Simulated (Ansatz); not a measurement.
**Single-point calculation, with input and output: C₂H₆InN**

The run: single-point calculation of C₂H₆InN. Method and program: RKS r2SCAN0-D4/def2-TZVPP (Ansatz 0.2.0).

The geometry comes from this level: PBE0-D4/def2-TZVP.

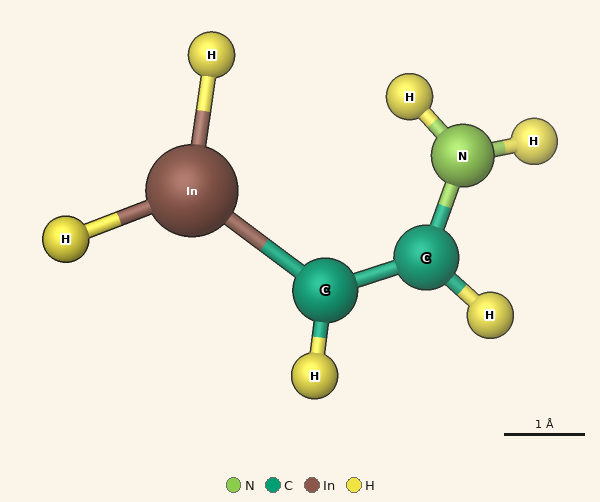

The input geometry (ball-and-stick view, seen on its broad side). Sticks mark near contacts. Bond lengths as drawn: C–C 1.35 Å, C–H 1.08 to 1.09 Å, C–In 2.10 Å, C–N 1.37 Å, H–In 1.72 to 1.74 Å and H–N 1.00 to 1.01 Å.

## Input file
```yaml
crystal:
  periodic: [false, false, false]
  atoms:
    - {symbol: N, position_ang: [1.537776, 0.591315, -0.256217]}
    - {symbol: C, position_ang: [1.019868, -0.496775, 0.385886]}
    - {symbol: C, position_ang: [-0.280457, -0.795751, 0.576609]}
    - {symbol: In, position_ang: [-1.904221, 0.295006, -0.198380]}
    - {symbol: H, position_ang: [2.483239, 0.540271, -0.588795]}
    - {symbol: H, position_ang: [0.914566, 1.157455, -0.810153]}
    - {symbol: H, position_ang: [1.795673, -1.137318, 0.806832]}
    - {symbol: H, position_ang: [-0.468917, -1.679945, 1.175730]}
    - {symbol: H, position_ang: [-3.538362, -0.118500, 0.149032]}
    - {symbol: H, position_ang: [-1.559154, 1.644231, -1.240533]}
basis:
  gaussian: {orbitals: def2-TZVPP}
hamiltonian: {xc: {name: r2SCAN0}, dispersion: d4}
output: {orbitals: {seedname: orbitals}}
```

Machine: 4 threads of Arm Neoverse V2, 23 GiB of memory available, shared host.

Run as:
```bash
ansatz run in.yaml --threads 4 --pin off --events-out ev --progress --plain --max-ram 10444MiB
```

## What the program printed
```
Functional definition: r2SCAN0
  name "r2SCAN0"
  cite "Bursch, Neugebauer, Ehlert & Grimme, J. Chem. Phys. 156, 134105 (2022) doi:10.1063/5.0086040"
  cite "Furness, Kaplan, Ning, Perdew & Sun, J. Phys. Chem. Lett. 11, 8208 (2020) doi:10.1021/acs.jpclett.0c02405"
  cite "Furness, Kaplan, Ning, Perdew & Sun, J. Phys. Chem. Lett. 11, 9248 (2020) doi:10.1021/acs.jpclett.0c03077"
  parent r2scan
  parameter a = 0.25
  parameter k0 = 0.174
  parameter k1 = 0.065
  parameter a1 = 4.9479
  exchange = (1 - a)*r2scan_x(k0 = k0, k1 = k1, a1 = a1) + a*exact_x
  correlation = r2scan_c
1350 factors; their error is unknown
mean field evaluation 1: about -8825.5600 eV, gradient 6.2e1 eV
mean field evaluation 2: about -8805.0661 eV, gradient 9.6e1 eV
mean field evaluation 4: about -8834.0238 eV, gradient 6.5e0 eV
mean field evaluation 8: about -8834.1173 eV, gradient 4.5e-2 eV
mean field evaluation 16: about -8834.1691 eV, gradient 6.5e-5 eV
mean field -8834.16905994 eV, -324.6497249378 hartree, gradient 1.6e-5 eV, S^2 0.000000; 0 other end points of the search recorded, 0 dependent functions left out
reference -8834.16907351 eV, -324.6497254365 hartree; 23, 23 occupied and 204, 204 virtual orbitals, 1350 factors
Total energy: -8834.22407491 eV, -324.6517467006 hartree
```

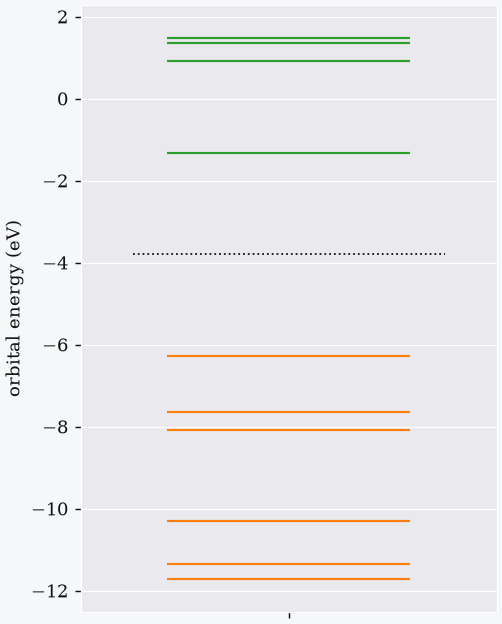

Orbital energies near the frontier; the dotted line parts filled from empty levels, and levels within 0.02 eV of each other stand side by side. Highest filled −6.27 eV, lowest empty −1.33 eV, 4.94 eV apart.

## Results in brief

| quantity | value |
| --- | --- |
| outcome | converged |
| total energy | −8834.2241 eV |
| mean-field energy | −8834.1691 eV |
| dispersion energy | −0.0550 eV |
| SCF solution under orbital rotations | stable |
| HOMO | −6.27 eV |
| LUMO | −1.33 eV |
| wall time | 4.3 s (CPU time 16 s) |
| peak memory | 0.52 GiB |
